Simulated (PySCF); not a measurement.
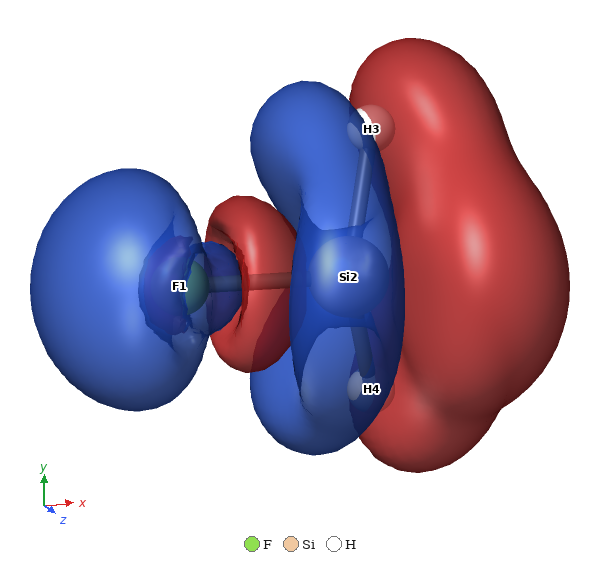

*FH2Si, doublet, SMILES `F[SiH2]`. Change of the electron density in a uniform field of 0.26 V/Å, surfaces at ±0.001 e/Å³ (blue: gain, red: loss).*

PySCF calculation, PBE/def2-SVPD, gas phase; geometry: GFN2-xTB. No frequency check shows the geometry to be a minimum. The stability of the open-shell solution wasn't checked. GFN2-xTB doesn't know the spin state, so this open-shell geometry is rough.

### Along which Cartesian direction does the field point?

Along +x: electrons gather on the −x side, against the field.

### How large is the response?

The induced dipole is 0.38 D (along the field); α along this axis, from the fields in both directions, is 30 bohr³ (4.5 Å³).

### Which atoms gain and lose the most charge?

Electrons gather most on F1 (Hirshfeld charge changes by −0.014 e) and leave Si2 most (+0.006 e); 0.037 electrons are displaced in all.
